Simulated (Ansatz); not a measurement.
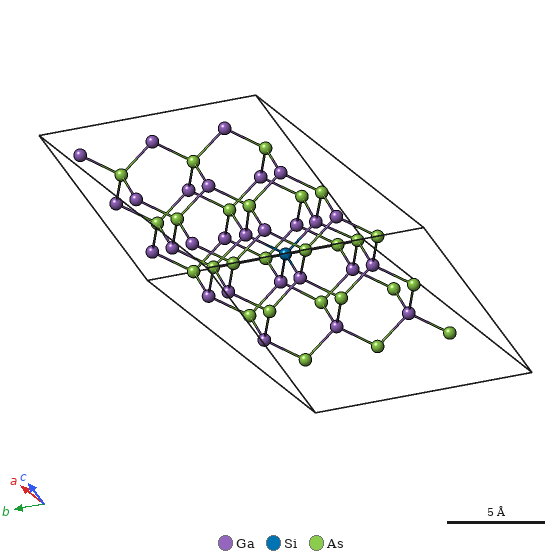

The structure above is drawn in ball-and-stick style and viewed from a general direction. The frame is the supercell; atoms at its boundary are shown with their periodic copies. The host is GaAs, in a cell of 54 sites, and the cell is neutral.

> Where does the cell differ from the host, and how?

Silicon on an arsenic site (a substitutional impurity). It is bonded to four Ga in a tetrahedral arrangement at about 2.4 Å.

Setup: Ansatz 0.2.0, DFT LDA, scalar-relativistic, plane waves, PAW; a plane-wave cutoff of 420 eV, the zone sampled with 2×2×2 points, Gaussian smearing of 0.02 eV, collinear spins.

> Is the defect magnetic?

No net moment.

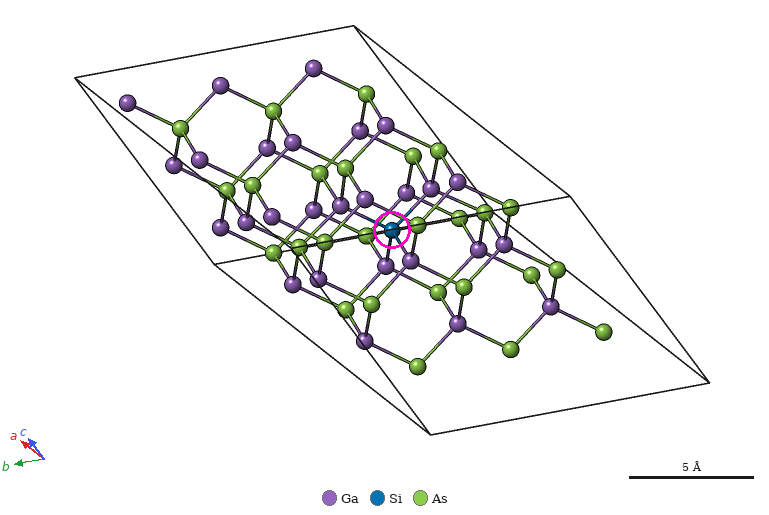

The same cell with a ring at the defect's site.

The atoms were relaxed in the host's cell with DFT LDA, scalar-relativistic, plane waves, PAW in Ansatz 0.2.0.
